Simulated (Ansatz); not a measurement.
# GaNH2ClF (SMILES [NH2][Ga]([F])[Cl]) at wB97M-V/6-31G(d) (spherical functions)

What is the vertical ionisation energy of GaNH2ClF at wB97M-V/6-31G* (spherical functions)? 

The results are computed with Ansatz 0.2.0.

128 further runs of the same task are left out: 128 set aside as unsound or not needed.

## Step 1: The molecule

GaNH2ClF has 6 atoms, charge 0, and is taken as a singlet. As SMILES, `[NH2][Ga]([F])[Cl]`. The coordinates come from a PBE0-D4/def2-TZVP relaxation.

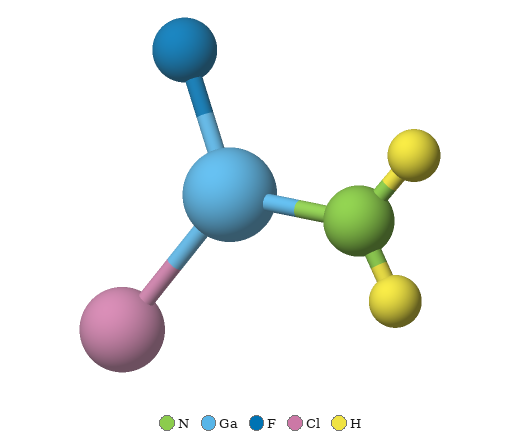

Viewed from a chosen angle; nitrogen green, gallium blue, fluorine blue, chlorine pink, hydrogen yellow.

## Step 2: The energy at wB97M-V/6-31G(d) (spherical functions)

File input.yaml:

```yaml
crystal:
  periodic: [false, false, false]
  atoms:
    - {symbol: N, position_ang: [-0.193400, 1.027000, -0.045900]}
    - {symbol: Ga, position_ang: [0.233000, -0.711000, 0.012900]}
    - {symbol: F, position_ang: [1.569300, -1.221300, 1.009300]}
    - {symbol: Cl, position_ang: [-0.740100, -2.208600, -1.123700]}
    - {symbol: H, position_ang: [0.201900, 1.691500, 0.596800]}
    - {symbol: H, position_ang: [-1.028600, 1.358600, -0.495600]}
basis:
  gaussian:
    orbitals: 6-31G_st_-spherical.json
hamiltonian:
  xc: {name: wB97M-V}
accuracy: high
output:
  orbitals: {seedname: orbitals}
```

The basis set 6-31G* is read from a file made from the Basis Set Exchange's data (not shown).

Started as:

```
$ ansatz run input.yaml --threads 1 --pin off --max-ram 3480MiB --events-out events.jsonl --progress --plain --runs-dir runs
```

What it wrote:

```text
Warning: RAYON_NUM_THREADS=1 ignored (pool sized by the plan → 1); use --threads N
Functional definition: wB97M-V
  name "wB97M-V"
  parameter omega = 0.3/bohr
  parameter cx = 0.15
  parameter cx01 = 1.007
  parameter cx10 = 0.259
  parameter css00 = 0.443
  parameter css04 = -1.437
  parameter css10 = -4.535
  parameter css20 = -3.390
  parameter css43 = 4.278
  parameter cos00 = 1.000
  parameter cos10 = 1.358
  parameter cos20 = 2.924
  parameter cos21 = -8.812
  parameter cos60 = -1.390
  parameter cos61 = 9.142
  parameter b = 6.0
  parameter c = 0.01
  gx(w, u) = 1 - cx + cx01*u + cx10*w
  gss(w, u) = css00 + css04*u^4 + css10*w + css20*w^2 + css43*w^4*u^3
  gos(w, u) = cos00 + cos10*w + (cos20 + cos21*u)*w^2 + (cos60 + cos61*u)*w^6
  exchange = spin_sum(e_x_unif_sr(omega)*gx(b97_w, b97_u_x)) + cx*exact_x_sr(omega) + exact_x_lr(omega)
  correlation = spin_sum(e_c_pw_mod_same_spin*gss(b97_w, b97_u_same))
      + integral(e_c_pw_mod_opposite_spin*gos(b97_w_opposite, b97_u_opposite)) + vv10(b, c)
1713 factors; integrals over basis functions are off by at most 4.7e-9 eV
346 factors; integrals over basis functions are off by at most 1.8e-9 eV
mean field evaluation 1: about -69124.8324 eV, gradient 5.4e1 eV
mean field evaluation 2: about -69124.1428 eV, gradient 6.1e1 eV
mean field evaluation 4: about -69130.2749 eV, gradient 1.7e0 eV
mean field evaluation 8: about -69130.3495 eV, gradient 1.6e-1 eV
mean field evaluation 16: about -69130.3496 eV, gradient 6.4e-5 eV
mean field -69130.34963105 eV, -2540.4934907071 hartree, gradient 9.7e-8 eV, S^2 0.000000; 0 other end points of the search recorded, 0 dependent functions left out
reference -69130.34963693 eV, -2540.4934909232 hartree; 33, 33 occupied and 49, 49 virtual orbitals, 1713 factors
Total energy: -69130.34963693 eV, -2540.4934909232 hartree
```

It took 76 s on 1 thread of Arm Neoverse V1, shared host; peak memory 0.56 GiB.

## Step 3: The doublet cation

File job.yaml:

```yaml
crystal:
  periodic: [false, false, false]
  atoms:
    - {symbol: N, position_ang: [-0.193400, 1.027000, -0.045900]}
    - {symbol: Ga, position_ang: [0.233000, -0.711000, 0.012900]}
    - {symbol: F, position_ang: [1.569300, -1.221300, 1.009300]}
    - {symbol: Cl, position_ang: [-0.740100, -2.208600, -1.123700]}
    - {symbol: H, position_ang: [0.201900, 1.691500, 0.596800]}
    - {symbol: H, position_ang: [-1.028600, 1.358600, -0.495600]}
basis:
  gaussian: {orbitals: 6-31G_st_-spherical.json}
total_charge: 1
magnetization: {spin_polarized: true, initial_magnetization: 1}
hamiltonian: {xc: {name: wB97M-V}}
accuracy: high
output: {orbitals: {seedname: orbitals}}
```

The basis set 6-31G* is read from a file made from the Basis Set Exchange's data (not shown).

Started as:

```
$ ansatz run job.yaml --threads 1 --pin off --max-ram 3480MiB --events-out events.jsonl --progress --plain --runs-dir runs
```

What it wrote:

```text
Warning: RAYON_NUM_THREADS=1 ignored (pool sized by the plan → 1); use --threads N
Functional definition: wB97M-V
  name "wB97M-V"
  parameter omega = 0.3/bohr
  parameter cx = 0.15
  parameter cx01 = 1.007
  parameter cx10 = 0.259
  parameter css00 = 0.443
  parameter css04 = -1.437
  parameter css10 = -4.535
  parameter css20 = -3.390
  parameter css43 = 4.278
  parameter cos00 = 1.000
  parameter cos10 = 1.358
  parameter cos20 = 2.924
  parameter cos21 = -8.812
  parameter cos60 = -1.390
  parameter cos61 = 9.142
  parameter b = 6.0
  parameter c = 0.01
  gx(w, u) = 1 - cx + cx01*u + cx10*w
  gss(w, u) = css00 + css04*u^4 + css10*w + css20*w^2 + css43*w^4*u^3
  gos(w, u) = cos00 + cos10*w + (cos20 + cos21*u)*w^2 + (cos60 + cos61*u)*w^6
  exchange = spin_sum(e_x_unif_sr(omega)*gx(b97_w, b97_u_x)) + cx*exact_x_sr(omega) + exact_x_lr(omega)
  correlation = spin_sum(e_c_pw_mod_same_spin*gss(b97_w, b97_u_same))
      + integral(e_c_pw_mod_opposite_spin*gos(b97_w_opposite, b97_u_opposite)) + vv10(b, c)
1713 factors; integrals over basis functions are off by at most 4.7e-9 eV
346 factors; integrals over basis functions are off by at most 1.8e-9 eV
mean field evaluation 1: about -69107.5571 eV, gradient 5.5e1 eV
mean field evaluation 2: about -69093.7666 eV, gradient 8.4e1 eV
mean field evaluation 4: about -69119.2682 eV, gradient 4.7e0 eV
mean field evaluation 8: about -69119.7138 eV, gradient 6.1e-1 eV
mean field evaluation 16: about -69119.8167 eV, gradient 2.3e-2 eV
mean field evaluation 32: about -69119.8167 eV, gradient 6.3e-6 eV
mean field -69119.81669553 eV, -2540.1064124664 hartree, gradient 9.4e-8 eV, S^2 0.754273; 2 other end points of the search recorded, 0 dependent functions left out
reference -69119.81670086 eV, -2540.1064126622 hartree; 33, 32 occupied and 49, 50 virtual orbitals, 1713 factors
Total energy: -69119.81670086 eV, -2540.1064126622 hartree
```

It took 3.2 min on 1 thread of Arm Neoverse V1, shared host; peak memory 1.1 GiB.

## Step 4: Outcome

Level: wB97M-V/6-31G* (spherical functions).

| quantity | value |
| --- | --- |
| singlet GaNH2ClF: total energy | -2540.49349 Eh |
| singlet GaNH2ClF: HOMO energy | -10.33 eV |
| singlet GaNH2ClF: LUMO energy | 0.73 eV |
| singlet GaNH2ClF: HOMO–LUMO gap | 11.06 eV |
| doublet cation: total energy | -2540.10641 Eh |
| doublet cation: HOMO energy (highest over α and β) | -16.61 eV |
| doublet cation: LUMO energy (lowest over α and β) | -10.69 eV |
| doublet cation: ⟨S²⟩ | 0.754 |
| vertical ionisation energy (to the doublet cation) | 10.533 eV |

Removing an electron at fixed nuclei costs 10.53 eV (1016 kJ/mol). The negative HOMO energy of the first species, 10.33 eV, lies 0.20 eV below that difference.
